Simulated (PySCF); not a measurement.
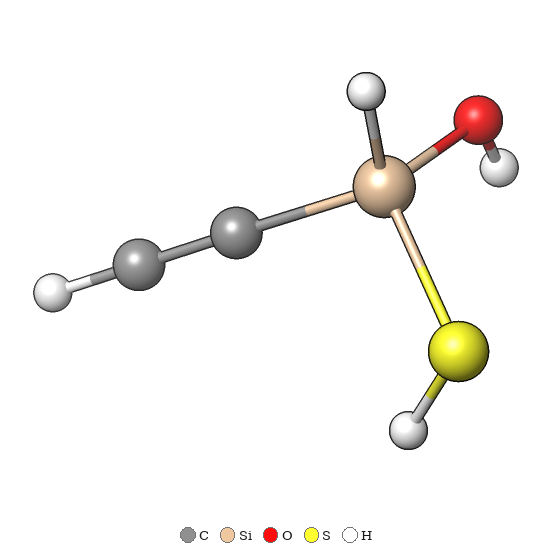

Rendered structure (ball-and-stick style).

The geometry was computed by an optimisation with PBE0-D3(BJ)/def2-SVP. No frequency run is at hand to confirm it as a minimum.

Description:

The molecule is C₂H₄OSSi. As SMILES it reads `C#C[Si@H](O)S`. It has no ring. Among its groups: alkyne, Si–H bond, Si–O bond. The point group is C1. Coordination: 2 C linear; 1 Si tetrahedral; 1 O bent; 1 S bent.

More results for the same structure follow; atom numbers are the same in all pictures, views and colours differ.

Geometry

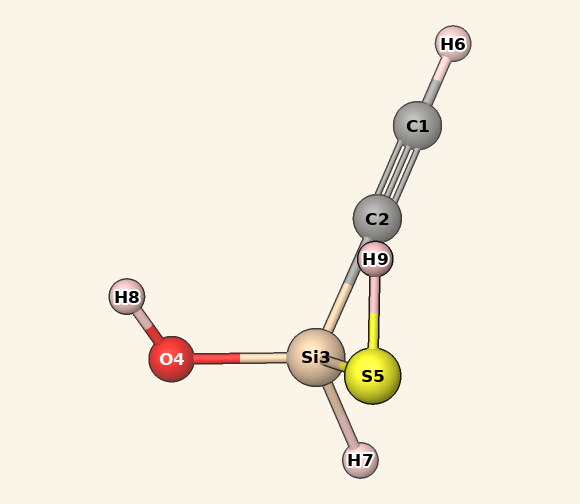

Si3 lies behind S5. The molecule seen a little off the S5–Si3 bond, S5 in front. Atoms fade into the background with distance from the viewer. No frequency run is at hand to confirm it as a minimum.

> What is the torsion angle H9–S5–Si3–O4? The sign is positive where the front bond must turn clockwise to cover the back bond.

−92°, about perpendicular.

Levels of theory compared

No frequency run is at hand to confirm it as a minimum. Program: PySCF 2.14.0.

At this fixed geometry, give HOMO–LUMO gap (eV) at these levels: B3LYP/def2-SVPD; BHandHLYP/def2-SVPD; CAM-B3LYP/def2-SVPD; LDA/def2-SVPD; PBE/def2-SVPD; PBE0/6-31G*; PBE0/aug-cc-pVDZ; PBE0/def2-SVPD; PBE0/def2-TZVP.

| level | HOMO–LUMO gap (eV) |
| --- | --- |
| B3LYP/def2-SVPD | 6.49 |
| BHandHLYP/def2-SVPD | 8.91 |
| CAM-B3LYP/def2-SVPD | 9.26 |
| LDA/def2-SVPD | 4.74 |
| PBE/def2-SVPD | 4.85 |
| PBE0/6-31G* | 7.23 |
| PBE0/aug-cc-pVDZ | 6.87 |
| PBE0/def2-SVPD | 6.95 |
| PBE0/def2-TZVP | 7.00 |

Dipole moment

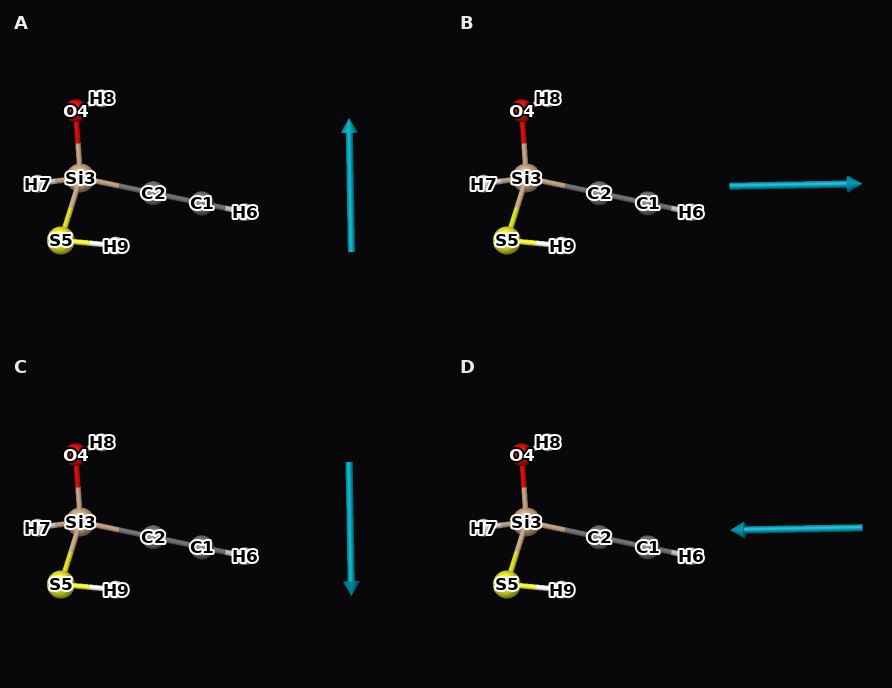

The same molecule four times, each with an arrow. No frequency run is at hand to confirm it as a minimum. Properties computed with LDA/def2-SVPD, gas phase (PySCF 2.14.0).

> Which arrow points along the dipole moment, from the negative to the positive end?

B. The dipole moment is 2.34 D; it points from the side of H7 to the side of H6 (the outermost atoms at the two ends).

Core levels

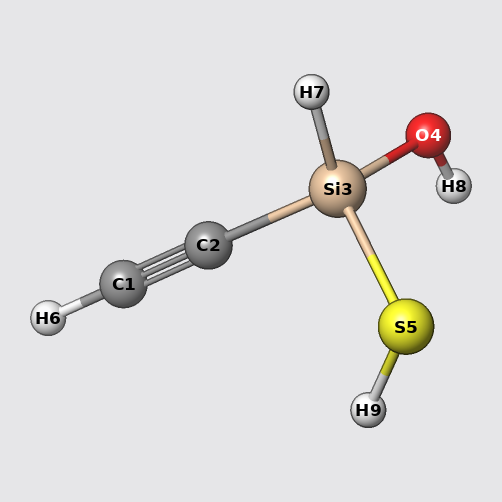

No frequency run is at hand to confirm it as a minimum. Properties computed with delta-SCF UKS SCAN, def2-TZVP on the ionised atom, pcseg-1 elsewhere, spin-free X2C (PySCF 2.14.0).

Give the core-electron binding energies (to vacuum; p and d levels without spin–orbit splitting) of C1 1s, C2 1s, Si3 1s, Si3 2p, O4 1s, S5 1s, S5 2p.

| atom | level | binding energy (eV) |
| --- | --- | --- |
| C1 | 1s | 291.3 |
| C2 | 1s | 291.0 |
| Si3 | 1s | 1851.9 |
| Si3 | 2p | 108.5 |
| O4 | 1s | 539.4 |
| S5 | 1s | 2481.4 |
| S5 | 2p | 170.3 |
